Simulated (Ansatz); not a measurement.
Phonon calculation, with input and output: BSi₂H₆F

- system: BSi₂H₆F, SMILES FB([SiH3])[SiH3]
- method: RKS PBE0-D4/def2-TZVP (Ansatz 0.2.0)

The geometry comes from this level: PBE0-D4/def2-TZVP. Figures and captions count atoms from 1; the log counts them from 0 in places.

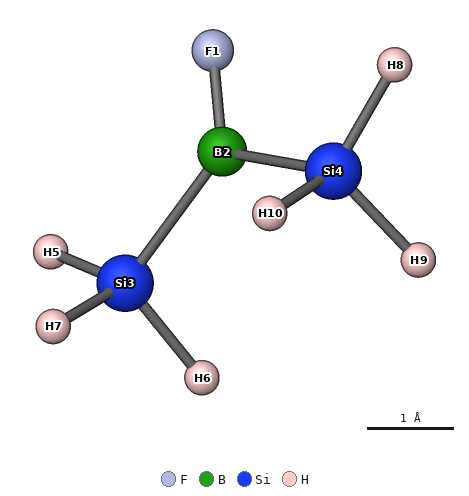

*The structure (ball-and-stick view, seen at a tilt; atoms are numbered from 1 in the order of the input).*

Bond lengths as drawn: B–F 1.33 Å, B–Si 2.04 Å and H–Si 1.49 Å.

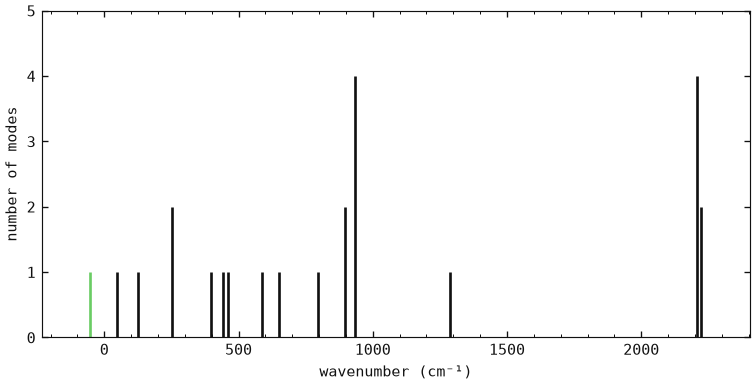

*Harmonic vibrational wavenumbers from the force constants; neighbouring modes closer than 10 cm⁻¹ are counted in one stick, and imaginary ones are drawn at negative wavenumbers.*

24 modes from 52i to 2225 cm⁻¹, 1 imaginary beyond 8i (52i cm⁻¹): not a clean minimum; so soft a mode can be a shallow saddle, an incomplete relaxation or noise of the force constants.

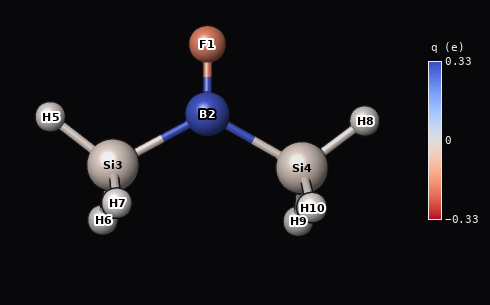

*Mulliken charges, as the colour of each atom (ball-and-stick view, seen on its broad side; atoms are numbered from 1 in the order of the input).*

By element: F −0.19, B +0.31, Si −0.03 and H −0.01 e.

These pictures come from the run below.

Input file:
```yaml
crystal:
  periodic: [false, false, false]
  atoms:
    - {symbol: F, position_ang: [-1.008398, -1.281518, -1.409876]}
    - {symbol: B, position_ang: [-0.383058, -0.497049, -0.543262]}
    - {symbol: Si, position_ang: [-0.025016, 1.451002, -1.050750]}
    - {symbol: Si, position_ang: [0.191800, -1.273386, 1.258818]}
    - {symbol: H, position_ang: [-0.533322, 1.821437, -2.399161]}
    - {symbol: H, position_ang: [-0.658212, 2.335198, -0.031810]}
    - {symbol: H, position_ang: [1.444439, 1.694759, -1.000745]}
    - {symbol: H, position_ang: [-0.142528, -2.713779, 1.424045]}
    - {symbol: H, position_ang: [-0.466108, -0.493545, 2.345227]}
    - {symbol: H, position_ang: [1.663503, -1.094417, 1.410415]}
basis:
  gaussian: {orbitals: def2-TZVP}
hamiltonian: {xc: pbe0, dispersion: d4}
phonons: {temperatures: {t_min: 298.15, t_max: 900, t_step: 200}}
```

Launched with:
```bash
ansatz run in.yaml --threads 2 --pin off --events-out ev --progress --plain --max-ram 4352MiB
```

The program's output:
```
Functional definition: PBE0
  name "PBE0"
  cite "Adamo & Barone, J. Chem. Phys. 110, 6158 (1999) doi:10.1063/1.478522"
  cite "Perdew, Burke & Ernzerhof, Phys. Rev. Lett. 77, 3865 (1996) doi:10.1103/PhysRevLett.77.3865"
  parent pbe
  parameter a = 0.25
  parameter kappa = 0.804
  parameter beta = 0.06672455060314922
  exchange = (1 - a)*pbe_x(kappa = kappa, mu = beta*pi^2/3) + a*exact_x
  correlation = pbe_c(beta = beta)
1125 factors; their error is unknown
mean field evaluation 1: about -19236.6841 eV, gradient 2.6e1 eV
mean field evaluation 2: about -19236.2682 eV, gradient 3.5e1 eV
mean field evaluation 4: about -19237.9093 eV, gradient 1.2e0 eV
mean field evaluation 8: about -19237.9897 eV, gradient 1.9e-1 eV
mean field -19237.98970681 eV, -706.9830817474 hartree, gradient 2.7e-5 eV, S^2 0.000000; 0 other end points of the search recorded, 0 dependent functions left out
the calculation of the forces begins
reference -19237.98974399 eV, -706.9830831139 hartree; 24, 24 occupied and 148, 148 virtual orbitals, 1125 factors
these checks for a lower state are left out or cut short: stability, starts, cluster_reference, orbital_swaps, neighbouring_geometries, increment
1125 factors; their error is unknown
mean field evaluation 16: about -19237.9135 eV, gradient 2.0e-1 eV
mean field -19237.98966731 eV, -706.9830802960 hartree, gradient 3.0e-6 eV, S^2 0.000000; 0 other end points of the search recorded, 0 dependent functions left out
[... from here on the field's lines of each further geometry are left out, up to the last ...]
the calculation of the forces begins
reference -19237.98974629 eV, -706.9830831982 hartree; 24, 24 occupied and 148, 148 virtual orbitals, 1125 factors
these checks for a lower state are left out or cut short: stability, starts, cluster_reference, orbital_swaps, neighbouring_geometries, increment
1125 factors; their error is unknown
mean field -19237.98969312 eV, -706.9830812443 hartree, gradient 1.7e-6 eV, S^2 0.000000; 0 other end points of the search recorded, 0 dependent functions left out
the calculation of the forces begins
reference -19237.98973030 eV, -706.9830826108 hartree; 24, 24 occupied and 148, 148 virtual orbitals, 1125 factors
WARN: phonons: modes at or below zero, which the zero-point energy, F, S and C_V leave out: 1, the lowest at -51.87 cm⁻¹. A minimum has none, and a first-order saddle one
Total energy: -19238.15440154 eV, -706.9891341671 hartree
Atom 0 at    -1.008398    -1.281518    -1.409876 Å, force     0.000783     0.000850     0.000880 eV/Å
Atom 1 at    -0.383058    -0.497049    -0.543262 Å, force     0.000054     0.000029     0.000022 eV/Å
Atom 2 at    -0.025016     1.451002    -1.050750 Å, force    -0.000360    -0.002011    -0.000177 eV/Å
Atom 3 at     0.191800    -1.273386     1.258818 Å, force    -0.000564     0.000124    -0.001871 eV/Å
Atom 4 at    -0.533322     1.821437    -2.399161 Å, force    -0.000175    -0.000036     0.000131 eV/Å
Atom 5 at    -0.658212     2.335198    -0.031810 Å, force    -0.000077     0.000594     0.000535 eV/Å
Atom 6 at     1.444439     1.694759    -1.000745 Å, force     0.000396     0.000082    -0.000241 eV/Å
Atom 7 at    -0.142528    -2.713779     1.424045 Å, force     0.000047     0.000017    -0.000086 eV/Å
Atom 8 at    -0.466108    -0.493545     2.345227 Å, force    -0.000425     0.000220     0.000584 eV/Å
Atom 9 at     1.663503    -1.094417     1.410415 Å, force     0.000323     0.000132     0.000222 eV/Å
Dipole moment:     0.024024     0.029811     0.032884 e Å
Vibrations: -51.87 47.56 125.16 249.38 253.65 397.69 440.40 461.54 588.08 652.02 794.39 891.49 898.64 930.63 932.02 933.10 939.12 1289.40 2203.74 2208.50 2209.19 2212.84 2223.07 2224.91 cm⁻¹, zero-point energy 1.494412 eV
```

Summary:

- outcome: converged
- total energy: −19238.1544 eV
- mean-field energy: −19237.9897 eV
- dispersion energy: −0.1647 eV
- largest force (length of the vector): 0.002 eV/Å
- dipole moment: 0.24 D
- hardware: 2 threads of Arm Neoverse V2, 108 GiB of memory available, shared host
- wall time: 2.8 min (CPU time 5.5 min)
- peak memory: 0.4 GiB
